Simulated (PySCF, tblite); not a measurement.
# C₆H₈ClFO: dynamics, then NMR shifts on frames, part 1 of 2

Aim: move C₆H₈ClFO (`C=C[C@@H](Cl)[C@@](C)(F)C=O`) away from its starting geometry and see how NMR shifts follow the geometry.

Programs: tblite 0.8.0 and PySCF 2.14.0, with density-fitted response routines of our own. Each step states its level of theory. These are calculated values for one molecule in the gas phase, unless marked as measured. Atoms count from 0, in the outputs and in this text.

**1. The starting structure**

17 atoms, charge 0, multiplicity 1; geometry from: GFN2-xTB.

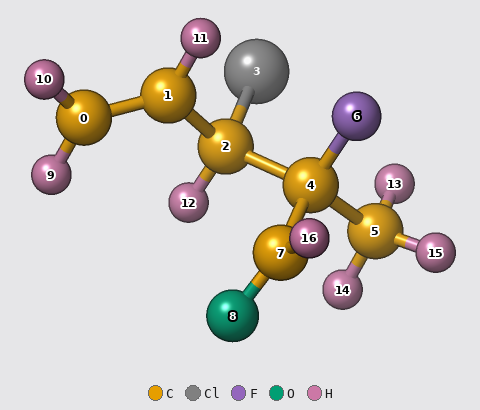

As it starts; carbon amber, chlorine grey, fluorine purple, oxygen teal, hydrogen pink, atoms numbered.

**2. Thermal motion with GFN2-xTB**

What the job is given:

```
{"job": {"kind": "md", "xc": "GFN2-xTB", "basis": "xTB", "temperature": 200, "steps": 2000, "every": 50, "frames": 5}, "charge": 0, "multiplicity": 1}
C      2.210184     1.515191    -0.139003
C      1.119744     1.211433     0.539443
C      0.559260    -0.170551     0.614315
Cl     0.580796    -0.698156     2.332471
C     -0.871946    -0.231835     0.051559
C     -1.528073    -1.600694     0.212176
F     -1.659449     0.714753     0.684173
C     -0.818654     0.133089    -1.424747
O     -0.122507    -0.412870    -2.228680
H      2.762947     0.771807    -0.689172
H      2.588308     2.521666    -0.174450
H      0.568044     1.959747     1.091168
H      1.174534    -0.881695     0.058062
H     -1.529648    -1.882430     1.262043
H     -0.978378    -2.339263    -0.363887
H     -2.554702    -1.552214    -0.143928
H     -1.507456     0.954052    -1.691455
```

Level: GFN2-xTB Langevin dynamics, gas phase.

Started as:

```console
OMP_NUM_THREADS=1 python probes_run.py task.json out
```

One launch serves the whole session: the jobs run in the order shown.

What it wrote:

```text
t/fs     T/K      E/eV
    0.0   172.7   -822.35800
   25.0   125.2   -822.09247
   50.0   142.6   -822.09646
   75.0   181.5   -822.13765
  100.0   141.4   -821.97268
  125.0   209.3   -822.01807
  150.0   188.6   -822.04862
  175.0   168.3   -822.09635
  200.0   166.5   -822.12183
  225.0   175.6   -822.07096
  250.0   154.4   -822.01856
  275.0   175.0   -822.02799
  300.0   130.0   -821.94557
  325.0   131.9   -821.96663
  350.0   187.4   -822.04078
  375.0   152.6   -821.98534
  400.0   156.6   -822.01461
  425.0   178.4   -822.05549
  450.0   215.6   -822.09005
  475.0   183.2   -821.96130
  500.0   167.3   -821.91492
  525.0   249.5   -822.13362
  550.0   125.7   -821.91670
  575.0   247.3   -821.98754
  600.0   278.1   -821.93454
  625.0   196.9   -821.80421
  650.0   191.4   -822.01842
  675.0   190.0   -821.98375
  700.0   153.3   -821.97453
  725.0   201.8   -822.13363
  750.0   186.7   -821.93941
  775.0   180.0   -821.97545
  800.0   178.1   -821.93253
  825.0   183.6   -821.97421
  850.0   174.3   -821.86271
  875.0   188.4   -821.92130
  900.0   232.2   -821.99237
  925.0   254.2   -822.07542
  950.0   231.4   -822.09552
  975.0   195.4   -822.02400
 1000.0   206.8   -822.05359
```

It took 15 s on 1 thread of Arm Neoverse V1, shared host; peak memory 0.18 GiB.

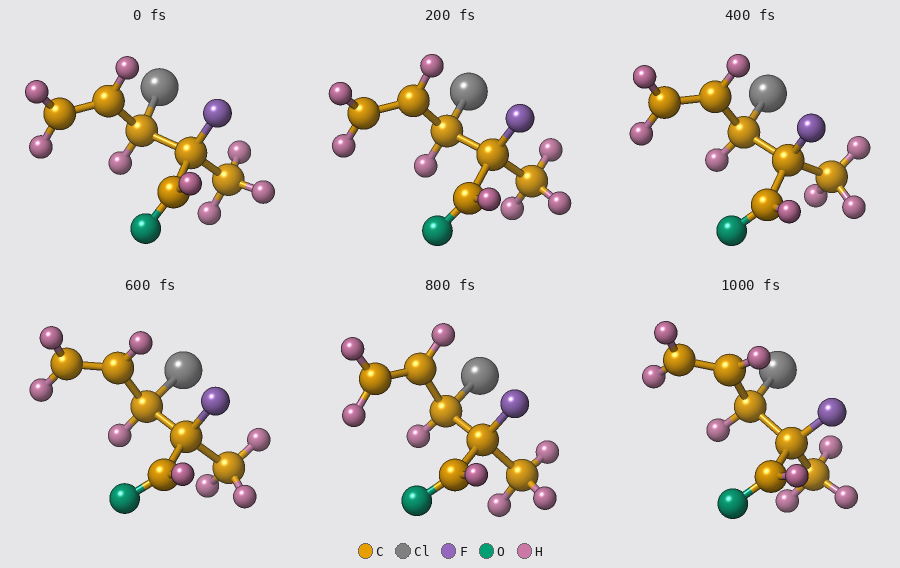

Frames of the run.

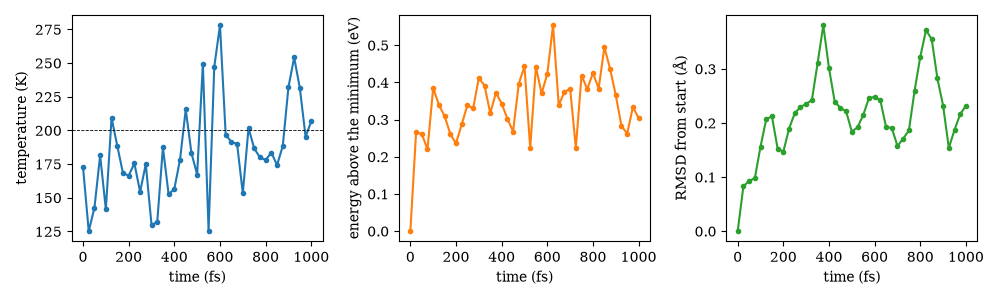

Temperature, potential energy and distance from the start.

Positions (Å) and forces (eV/Å) at 1000 fs:

```xyz
17

C     1.430    2.398    1.068   -1.450    0.257    0.473
C     0.233    1.863    1.203   -0.302   -0.460   -0.440
C    -0.001    0.374    1.115    0.842    0.849   -0.560
Cl   -0.232   -0.288    2.732    0.164    0.029    0.688
C    -1.226    0.065    0.266   -0.070   -0.155    0.758
C    -1.457   -1.429    0.339   -1.773   -0.248   -0.069
F    -2.324    0.694    0.861    0.080   -0.118   -0.302
C    -1.101    0.571   -1.134   -0.561    0.499   -1.061
O    -0.190    0.341   -1.879   -0.228    0.077    0.332
H     2.233    1.765    0.942    1.647   -0.859   -0.174
H     1.582    3.436    1.188    0.180    0.676   -0.145
H    -0.675    2.438    1.246   -0.035    0.212    0.381
H     0.876   -0.123    0.667   -0.235    0.074    0.162
H    -1.628   -1.690    1.385    0.210   -0.094   -0.117
H    -0.713   -2.050   -0.102    0.679   -0.038   -0.217
H    -2.404   -1.633   -0.165   -0.028   -0.124   -0.148
H    -2.014    1.188   -1.481    0.880   -0.576    0.439
```

**3. NMR shieldings: 250 fs, PBE0/pcSseg-1**

What the job is given:

```
{"job": {"kind": "nmr", "xc": "PBE0", "basis": "pcSseg-1", "pop": false}, "charge": 0, "multiplicity": 1}
C      2.080800     1.448300     0.039600
C      0.942800     1.211500     0.637000
C      0.273400    -0.155800     0.600600
Cl     0.327200    -0.808200     2.270000
C     -1.114800    -0.205800    -0.076700
C     -1.819500    -1.535800     0.199600
F     -1.966500     0.814900     0.349800
C     -0.824300    -0.026600    -1.523100
O      0.120400    -0.457200    -2.119900
H      2.589400     0.690100    -0.526300
H      2.680800     2.356600     0.133300
H      0.274200     1.888700     1.122400
H      0.948400    -0.815900     0.055800
H     -2.119300    -1.641100     1.267100
H     -1.101400    -2.321900     0.075000
H     -2.642900    -1.718900    -0.499800
H     -1.598200     0.579700    -2.064800
```

Level: GIAO PBE0/pcSseg-1 NMR shielding, non-relativistic, gas phase.

What it wrote:

```text
coarse grid: 15272 points
cycle   1  E = -867.7624728053  dE =  1.236e+00  |g| = 9.248e-01  |ddm| = 3.687e+00
cycle   2  E = -867.2630508761  dE =  4.994e-01  |g| = 1.872e+00  |ddm| = 2.377e+00
cycle   3  E = -867.9226605943  dE = -6.596e-01  |g| = 1.874e-01  |ddm| = 1.833e+00
cycle   4  E = -867.9289089167  dE = -6.248e-03  |g| = 8.826e-02  |ddm| = 2.119e-01
cycle   5  E = -867.9301457023  dE = -1.237e-03  |g| = 2.346e-02  |ddm| = 7.420e-02
cycle   6  E = -867.9302497153  dE = -1.040e-04  |g| = 5.746e-03  |ddm| = 2.159e-02
cycle   7  E = -867.9302559713  dE = -6.256e-06  |g| = 1.557e-03  |ddm| = 5.703e-03
final grid: 144784 points
cycle   8  E = -868.0012046668  dE = -3.769e-05  |g| = 1.331e-02  |ddm| = 3.650e-02
cycle   9  E = -868.0011213490  dE =  8.332e-05  |g| = 2.485e-02  |ddm| = 2.864e-02
cycle  10  E = -868.0012390740  dE = -1.177e-04  |g| = 2.758e-03  |ddm| = 1.966e-02
cycle  11  E = -868.0012406254  dE = -1.551e-06  |g| = 5.035e-04  |ddm| = 2.287e-03
cycle  12  E = -868.0012406626  dE = -3.720e-08  |g| = 1.854e-04  |ddm| = 5.760e-04
cycle  13  E = -868.0012406683  dE = -5.678e-09  |g| = 4.025e-05  |ddm| = 1.573e-04
cycle  14  E = -868.0012406686  dE = -3.115e-10  |g| = 1.047e-05  |ddm| = 4.456e-05
converged SCF energy = -868.0012406686

GIAO shielding tensors (ppm)
atom      isotropic    diamagn.    paramagn.     s11        s22        s33       span
  0 C       63.617     253.047    -189.430    -35.732     64.599    161.985    197.716
  1 C       49.261     255.399    -206.138    -61.571     48.415    160.941    222.512
  2 C      110.119     249.902    -139.783     90.409    118.921    121.028     30.619
  3 Cl     802.793    1148.101    -345.308    614.933    756.928   1036.518    421.585
  4 C       84.943     247.996    -163.053     62.221     76.888    115.719     53.497
  5 C      162.340     247.973     -85.633    141.986    163.984    181.051     39.065
  6 F      376.664     475.755     -99.091    331.919    390.060    408.012     76.093
  7 C      -23.043     248.230    -271.273   -108.304    -43.312     82.488    190.792
  8 O     -366.169     402.801    -768.970  -1036.025   -437.069    374.587   1410.612
  9 H       26.360      31.614      -5.254     23.111     25.142     30.828      7.718
 10 H       26.005      27.662      -1.657     24.102     24.708     29.205      5.103
 11 H       25.700      31.660      -5.961     22.177     24.925     29.997      7.820
 12 H       26.910      33.602      -6.692     22.640     25.272     32.819     10.179
 13 H       28.676      28.639       0.037     24.369     28.561     33.098      8.730
 14 H       31.086      30.648       0.438     26.690     29.734     36.833     10.143
 15 H       29.798      27.980       1.818     25.725     27.223     36.447     10.722
 16 H       21.504      27.882      -6.378     19.255     20.637     24.621      5.366
```

It took 29 s on 1 thread of Arm Neoverse V1, shared host; peak memory 0.89 GiB.

The references, computed at this level on geometries of the same kind, shield at (ppm): 1H TMS 31.72, 13C TMS 186.9, 19F CFCl3 170.9, 17O H2O 336.1, 35Cl HCl 950. Their shielding less the atom's gives the shift. The references are single molecules in the gas phase, so shifts against H2O, NH3, PH3, H3PO4 or CFCl3 are not on the usual liquid scales and can be off by tens of ppm. Each atom is listed at this fixed geometry, with no averaging over motion; a spectrum would average atoms that exchange fast.

| atoms | environment | σ (ppm) | δ (ppm) |
| --- | --- | --- | --- |
| C7 | aldehyde carbonyl carbon | -23.0 | 210.0 |
| C1 | alkene CH | 49.3 | 137.7 |
| C0 | terminal =CH2 carbon | 63.6 | 123.3 |
| C4 | fully substituted sp3 carbon bonded to F, α to a carbonyl | 84.9 | 102.0 |
| C2 | allylic sp3 CH bonded to Cl | 110.1 | 76.8 |
| C5 | methyl carbon | 162.3 | 24.6 |
| H16 | hydrogen on an aldehyde carbonyl carbon | 21.50 | 10.21 |
| H11 | hydrogen on an alkene CH | 25.70 | 6.02 |
| H10 | hydrogen on a terminal =CH2 carbon | 26.00 | 5.71 |
| H9 | hydrogen on a terminal =CH2 carbon | 26.36 | 5.36 |
| H12 | hydrogen on an allylic sp3 CH bonded to Cl | 26.91 | 4.81 |
| H13 | hydrogen on a methyl carbon | 28.68 | 3.04 |
| H15 | hydrogen on a methyl carbon | 29.80 | 1.92 |
| H14 | hydrogen on a methyl carbon | 31.09 | 0.63 |
| Cl3 | chlorine bonded to C | 803 | 147 |
| F6 | fluorine on an sp3 carbon | 376.7 | -205.7 |
| O8 | aldehyde oxygen | -366.2 | 702.2 |

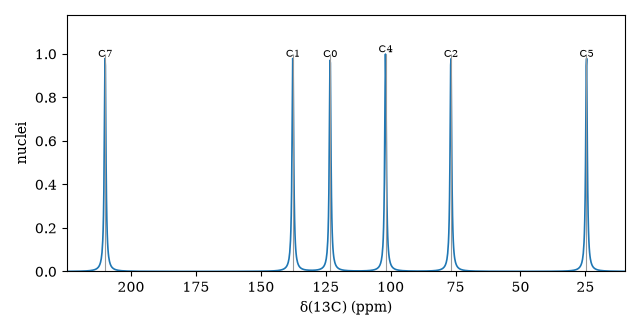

13C lines at the computed shifts, without couplings. Lines are broadened to a width of 0.74 ppm (Lorentzian).

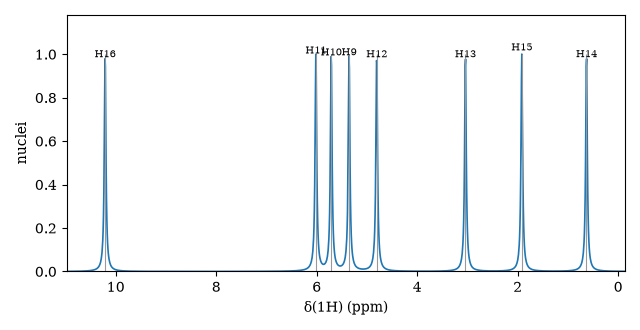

1H lines at the computed shifts, without couplings. Lines are broadened to a width of 0.04 ppm (Lorentzian).

**4. Shielding tensors: 425 fs, PBE0/pcSseg-1**

What the job is given:

```
{"job": {"kind": "nmr", "xc": "PBE0", "basis": "pcSseg-1", "pop": false}, "charge": 0, "multiplicity": 1}
C      1.967500     1.764000     0.352800
C      0.771300     1.331200     0.794600
C      0.302200    -0.114900     0.680300
Cl     0.197500    -0.768000     2.371200
C     -1.005900    -0.203700    -0.077100
C     -1.796800    -1.428300     0.227300
F     -1.781300     0.938200     0.312800
C     -0.725800    -0.027400    -1.541200
O      0.149400    -0.576900    -2.164300
H      2.681400     1.060600    -0.027400
H      2.277700     2.761600     0.489500
H      0.121800     1.988700     1.330700
H      1.108200    -0.655100     0.136100
H     -2.202900    -1.540800     1.238700
H     -1.197700    -2.307600    -0.036400
H     -2.680000    -1.445900    -0.404600
H     -1.404200     0.651800    -2.014000
```

Method: GIAO PBE0/pcSseg-1 NMR shielding, non-relativistic, gas phase.

What it wrote:

```text
coarse grid: 15272 points
cycle   1  E = -867.7623540551  dE =  1.187e+00  |g| = 9.314e-01  |ddm| = 3.687e+00
cycle   2  E = -867.2434198223  dE =  5.189e-01  |g| = 1.905e+00  |ddm| = 2.347e+00
cycle   3  E = -867.9254872015  dE = -6.821e-01  |g| = 1.886e-01  |ddm| = 1.789e+00
cycle   4  E = -867.9317431128  dE = -6.256e-03  |g| = 9.381e-02  |ddm| = 2.198e-01
cycle   5  E = -867.9331433695  dE = -1.400e-03  |g| = 2.576e-02  |ddm| = 8.012e-02
cycle   6  E = -867.9332683124  dE = -1.249e-04  |g| = 5.964e-03  |ddm| = 2.263e-02
cycle   7  E = -867.9332752283  dE = -6.916e-06  |g| = 1.515e-03  |ddm| = 5.488e-03
final grid: 144784 points
cycle   8  E = -868.0043163309  dE = -3.905e-05  |g| = 1.327e-02  |ddm| = 3.659e-02
cycle   9  E = -868.0042295230  dE =  8.681e-05  |g| = 2.519e-02  |ddm| = 2.792e-02
cycle  10  E = -868.0043503723  dE = -1.208e-04  |g| = 2.761e-03  |ddm| = 1.927e-02
cycle  11  E = -868.0043519476  dE = -1.575e-06  |g| = 4.849e-04  |ddm| = 2.216e-03
cycle  12  E = -868.0043519842  dE = -3.666e-08  |g| = 2.003e-04  |ddm| = 5.553e-04
cycle  13  E = -868.0043519914  dE = -7.115e-09  |g| = 4.407e-05  |ddm| = 1.677e-04
cycle  14  E = -868.0043519917  dE = -3.752e-10  |g| = 1.412e-05  |ddm| = 5.406e-05
converged SCF energy = -868.0043519917

GIAO shielding tensors (ppm)
atom      isotropic    diamagn.    paramagn.     s11        s22        s33       span
  0 C       57.619     253.541    -195.921    -56.958     68.829    160.987    217.944
  1 C       34.786     254.139    -219.353    -94.563     46.434    152.487    247.050
  2 C      108.315     246.987    -138.672     91.673    111.506    121.767     30.093
  3 Cl     764.929    1147.836    -382.907    546.215    717.979   1030.593    484.377
  4 C       82.229     250.076    -167.847     56.940     73.736    116.010     59.070
  5 C      166.801     244.295     -77.494    150.105    164.733    185.565     35.460
  6 F      345.521     477.228    -131.708    301.948    334.056    400.557     98.609
  7 C      -27.424     247.469    -274.894   -114.875    -51.117     83.719    198.594
  8 O     -386.161     401.488    -787.649  -1076.434   -467.975    385.925   1462.360
  9 H       26.255      31.680      -5.425     21.782     25.568     31.415      9.633
 10 H       26.309      29.104      -2.795     23.060     25.627     30.239      7.179
 11 H       25.239      31.989      -6.750     21.397     24.319     30.001      8.603
 12 H       26.594      31.900      -5.306     23.125     25.075     31.581      8.456
 13 H       29.072      28.555       0.516     24.344     29.071     33.800      9.455
 14 H       30.554      28.531       2.023     26.267     28.134     37.263     10.996
 15 H       30.331      27.919       2.412     26.161     27.872     36.961     10.800
 16 H       21.920      29.430      -7.510     18.931     21.537     25.291      6.360
```

It took 29 s on 1 thread of Arm Neoverse V1, shared host; peak memory 0.91 GiB.

Key values: δ C7 214.3, C1 152.1, C0 129.3, C4 104.7, H16 9.80, H11 6.48 ppm.

(Continued in part 2 of 2.)
